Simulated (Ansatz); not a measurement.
**Profile along the F–K line in KF (rock salt)**

KF (rock salt)

```
CELL_PARAMETERS angstrom
      0.00000     2.71039     2.71039
      2.71039     0.00000     2.71039
      2.71039     2.71039     0.00000
ATOMIC_POSITIONS crystal
  F  0.00000 0.00000 0.00000
  K  0.50000 0.50000 0.50000
```

Fields along a shortest F–K line of a {100} plane (2.71 Å), from F to K, interpolated on the slice's grid (step about 0.1 Å). These are PBE (plane waves to 420 eV, PAW, scalar-relativistic; Ansatz, a quantum-chemistry and plane-wave program) values and carry that method's errors. k mesh 11×11×11. These are valence fields of a PAW run, semicore shells included where kept as valence: close to a nucleus they are smooth pseudo fields. KF was relaxed with its symmetry unable to fall.

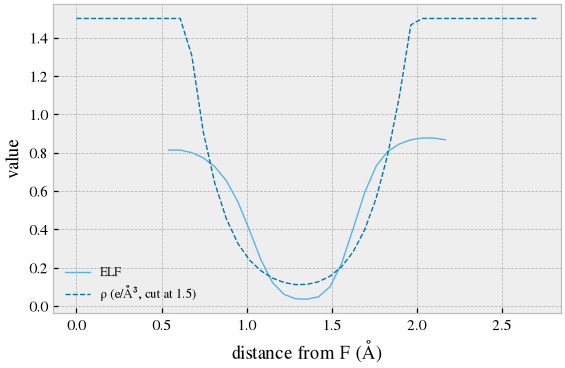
Figure: ELF (away from the nuclei) and valence density from F to K.

Density on the F–K line (2.71 Å) at its density minimum, 1.3 Å from F: 0.11 e/Å³. ELF at that point: 0.0. Character of the F–K contact (rough rule: ELF there above 0.7 covalent, below 0.2 ionic, polar between): closed-shell (ionic).
